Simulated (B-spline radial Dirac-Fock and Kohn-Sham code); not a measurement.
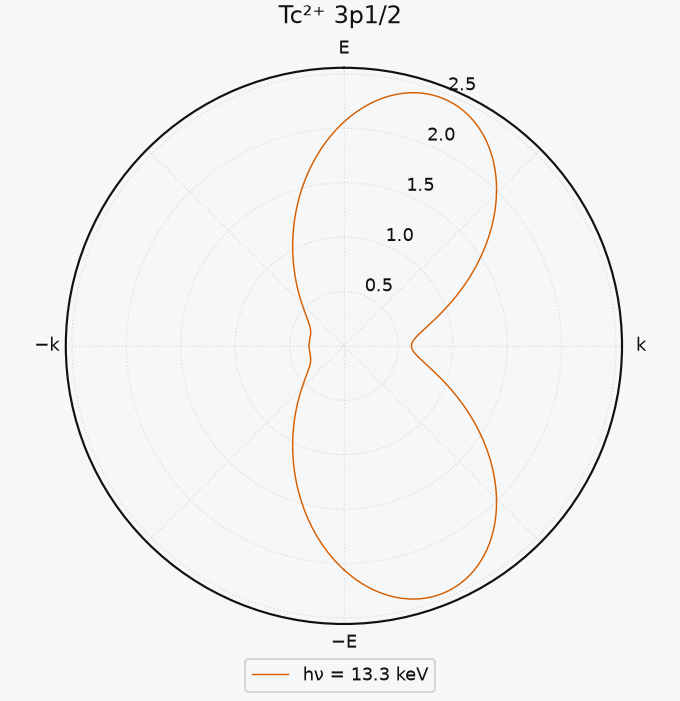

Fig. 1. Angular distribution of photoelectrons from M2 (3p1/2) in the plane of the polarisation E (up) and the photon direction k (right), relative to an isotropic one. Species: Tc²⁺. The calculation used a Dirac–Hartree–Slater potential; 1 + βP₂(cos θ) + (δ + γ cos²θ) sin θ cos φ with E1 and E1–E2 terms (a radial B-spline solver). Open shells are averaged over j.

At 13.3 keV, β = 1.058, γ = 1.734 and δ = 0.150. At 13.3 keV the emission 45° forward of E is 3.6 times that 45° backward, and the lobe peaks 22° from E towards k.
